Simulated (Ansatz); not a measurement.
# AsH2 (doublet): correlated methods under varied settings at scale of all distances = 0.896

Aim: run AsH2 (doublet) at one geometry under a spread of methods and options, and see what each costs and gives.

Method: the settings change from run to run; program: Ansatz 0.2.0, Gaussian basis.

22 further runs of the same task are left out: 4 for a known fault of the program, 12 that didn't finish, 6 set aside as unsound or not needed.

**1. What is computed**

The geometry derives from a PBE0/def2-TZVP stationary point (not a proven minimum). All distances are scaled together. No spin-orbit coupling is included. The filled d shell of As may be among the frozen orbitals whatever the setting's name suggests; the logs give the count.

3 atoms, charge 0, spin multiplicity 2.

Atoms are counted from 1 here; the program's logs count them from 0.

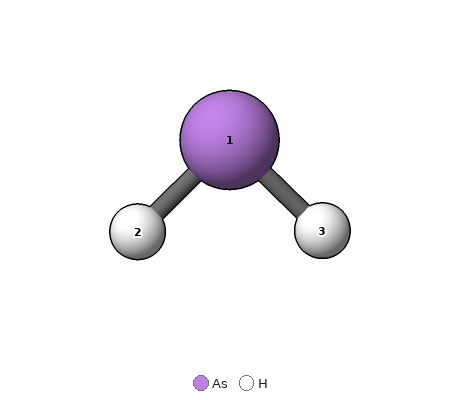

The structure; arsenic purple, hydrogen white; atoms are numbered from 1 in the order of the file.

**2. MP2 on ROHF/cc-pVDZ**

in.yaml reads:

```yaml
crystal:
  periodic: [false, false, false]
  atoms:
    - {symbol: As, position_ang: [0.000000, -0.025181, 0.000000]}
    - {symbol: H, position_ang: [0.000000, 0.935872, -0.972963]}
    - {symbol: H, position_ang: [0.000000, 0.935865, 0.972970]}
basis:
  gaussian: {orbitals: cc-pVDZ}
magnetization: {spin_polarized: false, initial_magnetization: 1}
correlation: {method: mp2, electrons: valence}
scf: {lower_state_search: full}
```

Command:

```bash
$ ansatz run in.yaml --threads 1 --pin off --events-out ev --progress --plain --max-ram 2393MiB
```

Standard output:

```text
Functional definition: HF
  name "HF"
  cite "Fock, Z. Phys. 61, 126 (1930) doi:10.1007/BF01340294"
  parent pbe
  exchange = exact_x
  correlation = 0
415 factors; integrals over basis functions are off by at most 1.0e-3 eV
mean field evaluation 1: about -60824.9278 eV, gradient 7.5e0 eV
mean field evaluation 2: about -60824.9292 eV, gradient 7.6e0 eV
mean field evaluation 4: about -60825.2354 eV, gradient 4.2e-1 eV
mean field evaluation 8: about -60825.2367 eV, gradient 8.1e-7 eV
mean field evaluation 16: about -60825.2096 eV, gradient 1.8e0 eV
mean field evaluation 32: about -60793.8807 eV, gradient 2.9e1 eV
mean field -60825.23670683 eV, -2235.2862201497 hartree, gradient 5.2e-6 eV, S^2 0.750000; 3 other end points of the search recorded, 0 dependent functions left out
9 core orbitals not correlated: weight in the atoms' cores, before any rotation towards them, 1.000 or more for the frozen orbitals, at most 0.000 for the correlated occupied ones
reference -60825.23670683 eV, -2235.2862201497 hartree; 9, 8 occupied and 19, 20 virtual orbitals, 415 factors
second order -3.20191776 eV of doubles, -0.06473367 eV of singles
Total energy: -60828.50335825 eV, -2235.4062673753 hartree
```

Wall time 0.66 s (1 thread of Arm Neoverse V1, shared host).

**3. CCSDT on UHF/STO-3G**

in.yaml reads:

```yaml
crystal:
  periodic: [false, false, false]
  atoms:
    - {symbol: As, position_ang: [0.000000, -0.025181, 0.000000]}
    - {symbol: H, position_ang: [0.000000, 0.935872, -0.972963]}
    - {symbol: H, position_ang: [0.000000, 0.935865, 0.972970]}
basis:
  gaussian: {orbitals: STO-3G}
magnetization: {spin_polarized: true, initial_magnetization: 1}
hamiltonian: {pseudopotentials: {relativity: none}}
correlation: {method: ccsdt, electrons: outside_noble_gas, diis_vectors: 12}
scf: {omitted_lower_state_checks: [cluster_reference]}
```

Same command.

Standard output, shortened:

```text
Functional definition: HF
  name "HF"
  cite "Fock, Z. Phys. 61, 126 (1930) doi:10.1007/BF01340294"
  parent pbe
[...]
235 factors; integrals over basis functions are off by at most 3.7e-8 eV
[...]
mean field -60148.14391004 eV, -2210.4035188177 hartree, gradient 2.3e-6 eV, S^2 0.755182; 0 other end points of the search recorded, 0 dependent functions left out
14 core orbitals not correlated: weight in the atoms' cores, before any rotation towards them, 0.983 or more for the frozen orbitals, at most 0.009 for the correlated occupied ones
reference -60148.14391004 eV, -2210.4035188177 hartree; 4, 3 occupied and 2, 3 virtual orbitals, 235 factors
second order -0.58976127 eV of doubles, -0.00000000 eV of singles
cycle   1  -0.78015941 eV  change   -1.9e-1 eV  update   3.6e-2
[...]
cycle   9  -0.88990033 eV  change    1.3e-7 eV  update   5.5e-7
Total energy: -60149.03381037 eV, -2210.4362220517 hartree
Checks for a lower state left out: cluster_reference
```

Run time: 0.63 s. Hardware: 1 thread of Arm Neoverse V1, shared host.

From the report: ⟨S²⟩ of the determinant 0.755 (pure doublet: 0.75); correlation -0.8899 eV; T1 0.004; largest double amplitude 0.07.

**4. CCSD(T)/cc-pVDZ**

in.yaml reads:

```yaml
crystal:
  periodic: [false, false, false]
  atoms:
    - {symbol: As, position_ang: [0.000000, -0.025181, 0.000000]}
    - {symbol: H, position_ang: [0.000000, 0.935872, -0.972963]}
    - {symbol: H, position_ang: [0.000000, 0.935865, 0.972970]}
basis:
  gaussian: {orbitals: cc-pVDZ, fitting: {mean_field: def2-universal-jkfit}}
magnetization: {spin_polarized: false, initial_magnetization: 1}
hamiltonian: {xc: {name: B3LYP}}
correlation: {method: ccsd_t, electrons: valence}
```

Same command.

Standard output, shortened:

```text
Functional definition: B3LYP
  name "B3LYP"
  cite "Stephens, Devlin, Chabalowski & Frisch, J. Phys. Chem. 98, 11623 (1994) doi:10.1021/j100096a001"
  cite "Becke, Phys. Rev. A 38, 3098 (1988) doi:10.1103/PhysRevA.38.3098"
  cite "Lee, Yang & Parr, Phys. Rev. B 37, 785 (1988) doi:10.1103/PhysRevB.37.785"
  cite "Vosko, Wilk & Nusair, Can. J. Phys. 58, 1200 (1980) doi:10.1139/p80-159"
[...]
302 factors; integrals over basis functions are off by at most 2.7e-1 eV
[...]
mean field -60872.60587048 eV, -2237.0270048058 hartree, gradient 3.5e-6 eV, S^2 0.750000; 0 other end points of the search recorded, 0 dependent functions left out
[...]
9 core orbitals not correlated: weight in the atoms' cores, before any rotation towards them, 1.000 or more for the frozen orbitals, at most 0.000 for the correlated occupied ones
reference -60824.98960728 eV, -2235.2771394089 hartree; 9, 8 occupied and 19, 20 virtual orbitals, 302 factors
second order -3.33894948 eV of doubles, -0.25176179 eV of singles
cycle   1  -3.91244710 eV  change   -3.2e-1 eV  update   4.5e-2
[...]
cycle   8  -4.05950620 eV  change   -7.4e-7 eV  update   1.1e-5
perturbative correction -0.09249000 eV, -0.0033989448 hartree
Total energy: -60829.14160348 eV, -2235.4297224549 hartree
```

Run time: 1.5 s. Hardware: 1 thread of Arm Neoverse V1, shared host.

From the report: correlation -4.1520 eV; T1 0.013; largest double amplitude 0.06. The orbitals are Kohn-Sham ones, so correlation energy and T1 don't compare with those on Hartree-Fock orbitals.

**5. CCSDT on UHF/STO-3G**

in.yaml reads:

```yaml
crystal:
  periodic: [false, false, false]
  atoms:
    - {symbol: As, position_ang: [0.000000, -0.025181, 0.000000]}
    - {symbol: H, position_ang: [0.000000, 0.935872, -0.972963]}
    - {symbol: H, position_ang: [0.000000, 0.935865, 0.972970]}
basis:
  gaussian: {orbitals: STO-3G}
magnetization: {spin_polarized: true, initial_magnetization: 1}
correlation: {method: ccsdt, electrons: valence}
scf: {omitted_lower_state_checks: [cluster_reference]}
output: {forces: true}
```

Launched as before.

Standard output, shortened:

```text
Functional definition: HF
  name "HF"
  cite "Fock, Z. Phys. 61, 126 (1930) doi:10.1007/BF01340294"
  parent pbe
[...]
235 factors; integrals over basis functions are off by at most 3.7e-8 eV
[...]
mean field -60148.14391004 eV, -2210.4035188177 hartree, gradient 2.3e-6 eV, S^2 0.755182; 0 other end points of the search recorded, 0 dependent functions left out
9 core orbitals not correlated: weight in the atoms' cores, before any rotation towards them, 1.000 or more for the frozen orbitals, at most 0.000 for the correlated occupied ones
reference -60148.14391004 eV, -2210.4035188177 hartree; 9, 8 occupied and 2, 3 virtual orbitals, 235 factors
second order -0.60995805 eV of doubles, -0.00000000 eV of singles
cycle   1  -0.80156640 eV  change   -1.9e-1 eV  update   3.6e-2
[...]
cycle  10  -0.91113211 eV  change    1.3e-7 eV  update   1.2e-6
[...]
Total energy: -60149.05504215 eV, -2210.4370023050 hartree
Atom 0 at     0.000000    -0.025181     0.000000 Å, force    -0.000000    -4.712106    -0.000017 eV/Å
Atom 1 at     0.000000     0.935872    -0.972963 Å, force     0.000000     2.356062    -2.567866 eV/Å
Atom 2 at     0.000000     0.935865     0.972970 Å, force     0.000000     2.356044     2.567883 eV/Å
Dipole moment:     0.000000     0.201922     0.000001 e Å
Checks for a lower state left out: cluster_reference
```

It took 0.81 s on 1 thread of Arm Neoverse V1, shared host.

From the report: ⟨S²⟩ of the determinant 0.755 (pure doublet: 0.75); correlation -0.9111 eV; T1 0.003; largest double amplitude 0.07.

**6. BCCD on ROHF/6-31G**

in.yaml reads:

```yaml
crystal:
  periodic: [false, false, false]
  atoms:
    - {symbol: As, position_ang: [0.000000, -0.025181, 0.000000]}
    - {symbol: H, position_ang: [0.000000, 0.935872, -0.972963]}
    - {symbol: H, position_ang: [0.000000, 0.935865, 0.972970]}
basis:
  gaussian: {orbitals: 6-31G}
magnetization: {spin_polarized: false, initial_magnetization: 1}
correlation: {method: bccd, electrons: outside_noble_gas}
scf: {lower_state_search: light}
output: {forces: true}
```

Same command.

Standard output, shortened:

```text
Functional definition: HF
  name "HF"
  cite "Fock, Z. Phys. 61, 126 (1930) doi:10.1007/BF01340294"
  parent pbe
[...]
314 factors; integrals over basis functions are off by at most 5.3e-4 eV
[...]
mean field -60816.20841144 eV, -2234.9544364137 hartree, gradient 1.5e-6 eV, S^2 0.750000; 1 other end points of the search recorded, 0 dependent functions left out
determinant -60816.20841144 eV, -2234.9544364137 hartree, with singles and doubles -60817.87552081 eV, -2235.0157015532 hartree
determinant -60813.38158004 eV, -2234.8505522758 hartree, with singles and doubles -60815.05333019 eV, -2234.9119879610 hartree
14 core orbitals not correlated: weight in the atoms' cores, before any rotation towards them, 0.998 or more for the frozen orbitals, at most 0.001 for the correlated occupied ones
reference -60816.20841144 eV, -2234.9544364137 hartree; 4, 3 occupied and 15, 16 virtual orbitals, 314 factors
second order -1.22942743 eV of doubles, -0.03086494 eV of singles
cycle   1  -1.67261205 eV  change   -1.2e-1 eV  update   8.2e-3
[...]
cycle   8  -1.67679855 eV  change    4.3e-7 eV  update   6.0e-7
[...]
Total energy: -60817.88520998 eV, -2235.0160576236 hartree
Atom 0 at     0.000000    -0.025181     0.000000 Å, force     0.000000    -6.136497    -0.000022 eV/Å
Atom 1 at     0.000000     0.935872    -0.972963 Å, force     0.000000     3.068261    -3.431753 eV/Å
Atom 2 at     0.000000     0.935865     0.972970 Å, force    -0.000000     3.068236     3.431775 eV/Å
Dipole moment:    -0.000000     0.265922     0.000001 e Å
```

Wall time 1.1 s (1 thread of Arm Neoverse V1, shared host).

From the report: correlation -1.6768 eV; largest double amplitude 0.05.

**7. CASSCF(5,7)/cc-pVDZ**

Edit in.yaml of step 6 so:

```diff
@@ -7,5 +7,5 @@
 basis:
-  gaussian: {orbitals: 6-31G}
+  gaussian: {orbitals: cc-pVDZ}
 magnetization: {spin_polarized: false, initial_magnetization: 1}
-correlation: {method: bccd, electrons: outside_noble_gas}
+correlation: {active_space: {window: {electrons: 5, orbitals: 7}, states: [{multiplicity: 2, weights: [1, 0.5, 0.5]}]}}
 scf: {lower_state_search: light}
```

The command is unchanged.

Standard output, shortened:

```text
Functional definition: HF
  name "HF"
  cite "Fock, Z. Phys. 61, 126 (1930) doi:10.1007/BF01340294"
  parent pbe
[...]
721 factors; integrals over basis functions are off by at most 2.0e-7 eV
[...]
mean field -60825.23677461 eV, -2235.2862226405 hartree, gradient 1.7e-6 eV, S^2 0.750000; 0 other end points of the search recorded, 0 dependent functions left out
reference -60825.23677461 eV, -2235.2862226405 hartree; 18, 17 occupied and 19, 20 virtual orbitals, 721 factors
state -60826.34240866 eV, -2235.3268539424 hartree
state -60823.19893028 eV, -2235.2113332428 hartree
state -60820.17563437 eV, -2235.1002291672 hartree
[...]
Total energy: -60824.01484549 eV, -2235.2413175737 hartree
Atom 0 at     0.000000    -0.025181     0.000000 Å, force    -0.000000    -6.504392    -0.000023 eV/Å
Atom 1 at     0.000000     0.935872    -0.972963 Å, force     0.000000     3.252208    -3.213773 eV/Å
Atom 2 at     0.000000     0.935865     0.972970 Å, force    -0.000000     3.252185     3.213796 eV/Å
Dipole moment:     0.000000     0.194277     0.000001 e Å
```

Run time: 9 s. Hardware: 1 thread of Arm Neoverse V1, shared host.

From the report: 735 determinants; active occupations (of the averaged states) 1.73, 1.72, 1.48, 0.03, 0.02, 0.01, 0.01.

**8. CASCI(1,4)/6-31G**

in.yaml reads:

```yaml
crystal:
  periodic: [false, false, false]
  atoms:
    - {symbol: As, position_ang: [0.000000, -0.025181, 0.000000]}
    - {symbol: H, position_ang: [0.000000, 0.935872, -0.972963]}
    - {symbol: H, position_ang: [0.000000, 0.935865, 0.972970]}
basis:
  gaussian: {orbitals: 6-31G}
magnetization: {spin_polarized: false, initial_magnetization: 1}
hamiltonian: {pseudopotentials: {relativity: scalar}}
correlation: {active_space: {window: {electrons: 1, orbitals: 4}, fixed_orbitals: true}}
```

The command is unchanged.

Standard output:

```text
Functional definition: HF
  name "HF"
  cite "Fock, Z. Phys. 61, 126 (1930) doi:10.1007/BF01340294"
  parent pbe
  exchange = exact_x
  correlation = 0
317 factors; integrals over basis functions are off by at most 4.8e-4 eV
mean field evaluation 1: about -61352.4121 eV, gradient 9.5e0 eV
mean field evaluation 2: about -61352.4330 eV, gradient 9.5e0 eV
mean field evaluation 4: about -61352.7450 eV, gradient 6.8e-1 eV
mean field evaluation 8: about -61352.7467 eV, gradient 3.0e-2 eV
mean field -61352.74669540 eV, -2254.6718546708 hartree, gradient 8.3e-7 eV, S^2 0.750000; 0 other end points of the search recorded, 0 dependent functions left out
reference -61352.74669540 eV, -2254.6718546708 hartree; 18, 17 occupied and 15, 16 virtual orbitals, 317 factors
state -61352.74669540 eV, -2254.6718546708 hartree
Total energy: -61352.74669540 eV, -2254.6718546708 hartree
Relativity: scalar
```

It took 0.27 s on 1 thread of Arm Neoverse V1, shared host.

From the report: 1 determinant; active occupations 1.00, 0.00, 0.00, 0.00. With so small a space the active step adds no correlation: the energy is the mean field's.

**9. CCSDT(Q) on UHF/STO-3G**

in.yaml reads:

```yaml
crystal:
  periodic: [false, false, false]
  atoms:
    - {symbol: As, position_ang: [0.000000, -0.025181, 0.000000]}
    - {symbol: H, position_ang: [0.000000, 0.935872, -0.972963]}
    - {symbol: H, position_ang: [0.000000, 0.935865, 0.972970]}
basis:
  gaussian: {orbitals: STO-3G}
magnetization: {spin_polarized: true, initial_magnetization: 1}
correlation: {method: ccsdt_q, electrons: outside_noble_gas, diis_vectors: 12}
```

The command is unchanged.

Standard output, shortened:

```text
Functional definition: HF
  name "HF"
  cite "Fock, Z. Phys. 61, 126 (1930) doi:10.1007/BF01340294"
  parent pbe
[...]
235 factors; integrals over basis functions are off by at most 3.7e-8 eV
[...]
mean field -60148.14391004 eV, -2210.4035188177 hartree, gradient 2.3e-6 eV, S^2 0.755182; 1 other end points of the search recorded, 0 dependent functions left out
determinant -60148.14391004 eV, -2210.4035188177 hartree, with singles and doubles -60149.03242458 eV, -2210.4361711249 hartree
determinant -60144.66749425 eV, -2210.2757628939 hartree, with singles and doubles -60145.51083481 eV, -2210.3067550877 hartree
14 core orbitals not correlated: weight in the atoms' cores, before any rotation towards them, 0.983 or more for the frozen orbitals, at most 0.009 for the correlated occupied ones
reference -60148.14391004 eV, -2210.4035188177 hartree; 4, 3 occupied and 2, 3 virtual orbitals, 235 factors
second order -0.58976127 eV of doubles, -0.00000000 eV of singles
cycle   1  -0.78015941 eV  change   -1.9e-1 eV  update   3.6e-2
[...]
cycle   9  -0.88990033 eV  change    1.3e-7 eV  update   5.5e-7
perturbative correction -0.00001412 eV, -0.0000005188 hartree
Total energy: -60149.03382449 eV, -2210.4362225705 hartree
```

It took 1.6 s on 1 thread of Arm Neoverse V1, shared host.

From the report: ⟨S²⟩ of the determinant 0.755 (pure doublet: 0.75); correlation -0.8899 eV; T1 0.004; largest double amplitude 0.07.

**10. CISD/6-31G***

in.yaml reads:

```yaml
crystal:
  periodic: [false, false, false]
  atoms:
    - {symbol: As, position_ang: [0.000000, -0.025181, 0.000000]}
    - {symbol: H, position_ang: [0.000000, 0.935872, -0.972963]}
    - {symbol: H, position_ang: [0.000000, 0.935865, 0.972970]}
basis:
  gaussian: {orbitals: "6-31G*", point_charges: [{charge: -0.50, position_ang: [3.871, 0.071, -0.704]}]}
magnetization: {spin_polarized: false, initial_magnetization: 1}
correlation: {active_space: {ras: {orbitals: [8, 1, 21], electrons: 17, max_holes: 2, max_particles: 2}, fixed_orbitals: true}}
```

Same command.

Standard output:

```text
Functional definition: HF
  name "HF"
  cite "Fock, Z. Phys. 61, 126 (1930) doi:10.1007/BF01340294"
  parent pbe
  exchange = exact_x
  correlation = 0
395 factors; integrals over basis functions are off by at most 4.3e-4 eV
mean field evaluation 1: about -60817.6769 eV, gradient 7.7e0 eV
mean field evaluation 2: about -60817.6772 eV, gradient 7.7e0 eV
mean field evaluation 4: about -60817.9887 eV, gradient 7.0e-1 eV
mean field evaluation 8: about -60817.9893 eV, gradient 3.6e-5 eV
mean field -60817.98927353 eV, -2235.0198818886 hartree, gradient 1.2e-6 eV, S^2 0.750000; 0 other end points of the search recorded, 0 dependent functions left out
reference -60817.98927353 eV, -2235.0198818886 hartree; 18, 17 occupied and 21, 22 virtual orbitals, 395 factors
state -60824.49185088 eV, -2235.2588471983 hartree
Total energy: -60824.49185088 eV, -2235.2588471983 hartree
```

It took 3.4 s on 1 thread of Arm Neoverse V1, shared host.

From the report: 73,446 determinants.

**11. The runs in one table**

```tsv
level	correlated	functions	energy (eV)	time
MP2 on ROHF/cc-pVDZ	valence	37	-60828.5034	0.66 s
CCSDT on UHF/STO-3G	outside noble gas	20	-60149.0338	0.63 s
CCSD(T)/cc-pVDZ (on B3LYP orbitals)	valence	37	-60829.1416	1.5 s
CCSDT on UHF/STO-3G	valence	20	-60149.0550	0.81 s
BCCD on ROHF/6-31G	outside noble gas	33	-60817.8852	1.1 s
CASSCF(5,7)/cc-pVDZ (mean of several states)		37	-60824.0148	9 s
CASCI(1,4)/6-31G (relativity set)		33	-61352.7467	0.27 s
CCSDT(Q) on UHF/STO-3G	outside noble gas	20	-60149.0338	1.6 s
CISD/6-31G* (beside a point charge)	valence	39	-60824.4919	3.4 s
```

**12. What came out**

```
quantity                                              value
    runs                                                  9
quickest          CASCI(1,4)/6-31G (relativity set), 0.27 s
 slowest  CASSCF(5,7)/cc-pVDZ (mean of several states), 9 s
```

What this shows: Total energies in different bases, with other cores or another treatment of relativity can't be set against each other. CASSCF(5,7)/cc-pVDZ (mean of several states) took 33 times as long as CASCI(1,4)/6-31G (relativity set); the jobs differ in more than the method.
